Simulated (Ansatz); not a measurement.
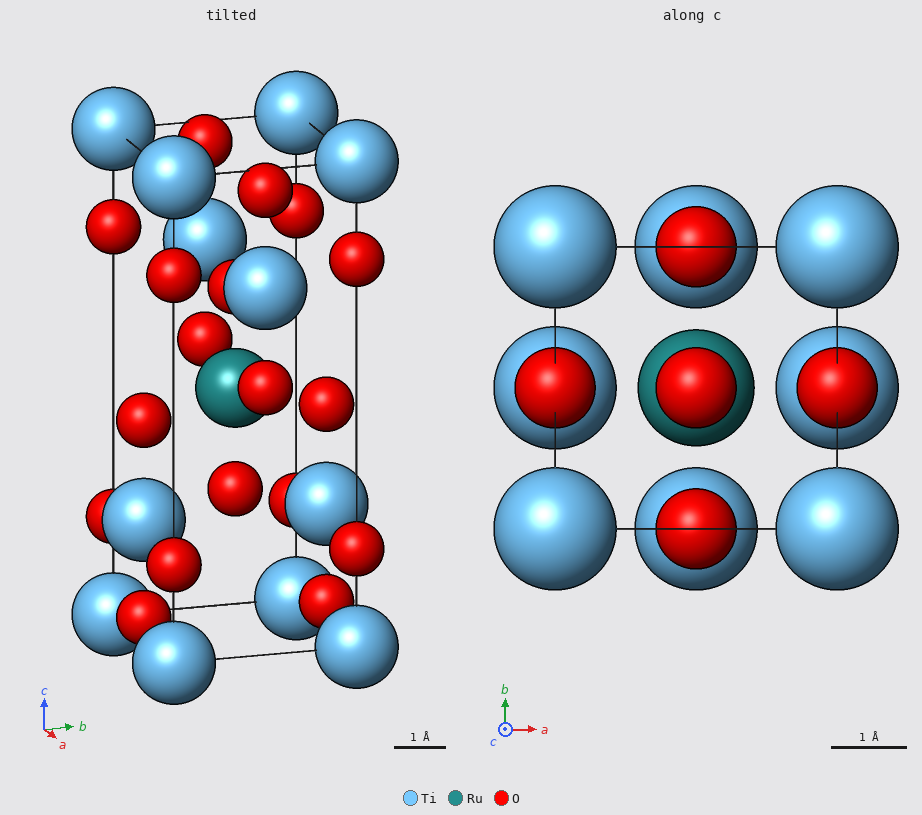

View slightly off an axis and along the c axis, drawn as a spheres-only model. The edges of the conventional unit cell are marked.

Ti$_{3}$RuO$_{8}$, space group P-4m2 (No. 115), a = 3.790 Å, b = 3.790 Å, c = 9.914 Å, α = 90.00°, β = 90.00°, γ = 90.00°. Origin of the cell: a structure type filled with these elements by a generator (whether the compound takes this form wasn't checked). Earlier steps of the study, as a rule a relaxation of our own, may have changed the cell and positions, so they can lie some per cent off the listed ones. It was run through Ansatz as a DFT input.

This one geometry was computed with Ansatz (DFT, plane waves, PAW) at three levels of theory: r2SCAN, PBE+U (U_eff = 4.00 eV on Ti d) and PBE.

Question: Which level gives the highest pressure at this volume, and what does that say about its equilibrium volume?

Answer: Highest: PBE+U (U_eff = 4.00 eV on Ti d) (2.4 GPa), which points to the largest equilibrium volume. Lowest, with the smallest volume: r2SCAN (-4.8 GPa). Levels within 0.5 GPa of each other can't be told apart.

Question: How does the band gap change with the level of theory?

Answer: All levels give a metal.

Question: Collect the results in a table.

Answer:
| level | cutoff (eV) | k-mesh of the run's cell | gap (eV) | pressure (GPa) |
| --- | --- | --- | --- | --- |
| r2SCAN | 500 | 10×10×4 | metal | -4.8 |
| PBE+U (U_eff = 4.00 eV on Ti d) | 420 | 10×10×4 | metal | 2.4 |
| PBE | 420 | 10×10×4 | metal | 0.0 |

Gaps are taken on the k-mesh or band path of each run.
